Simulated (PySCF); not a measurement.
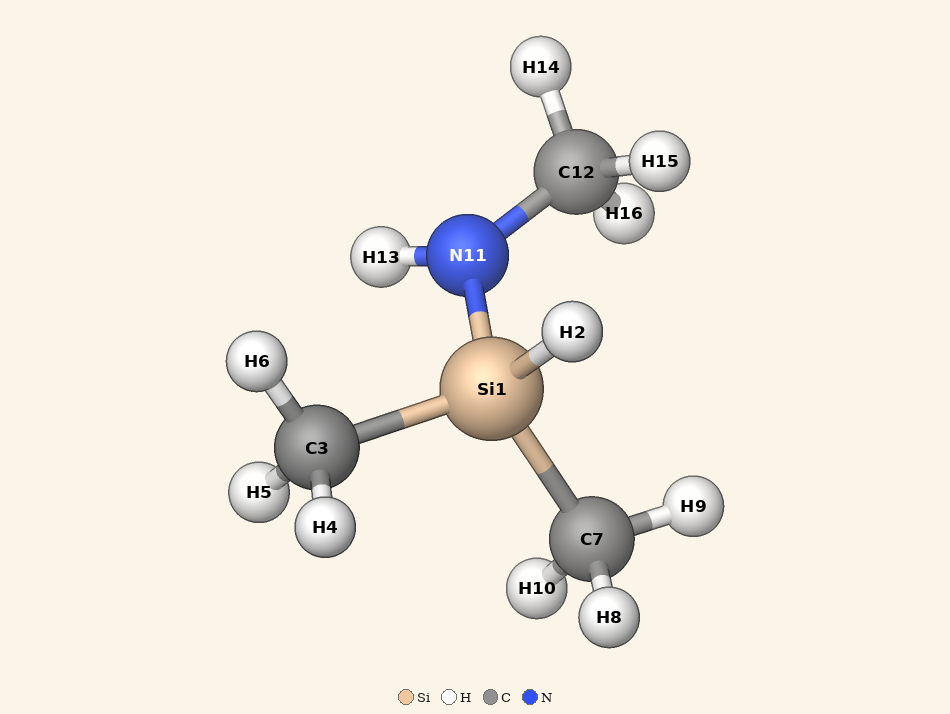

Computed geometry: PBE0-D3(BJ)/def2-SVP optimisation. No frequency run is at hand to confirm it as a minimum. Method: delta-SCF UKS SCAN, pcX-2 on the ionised atom (unc-x2c-TZVPall on a metal), pcseg-1 elsewhere, spin-free X2C (PySCF 2.14.0).

Give the core-electron binding energies (to vacuum; p and d levels without spin–orbit splitting) of Si1 1s, Si1 2p, C3 1s, N11 1s, C12 1s.

```csv
atom,level,binding energy (eV)
Si1,1s,1846.1
Si1,2p,106.4
C3,1s,290.0
N11,1s,404.1
C12,1s,291.4
```
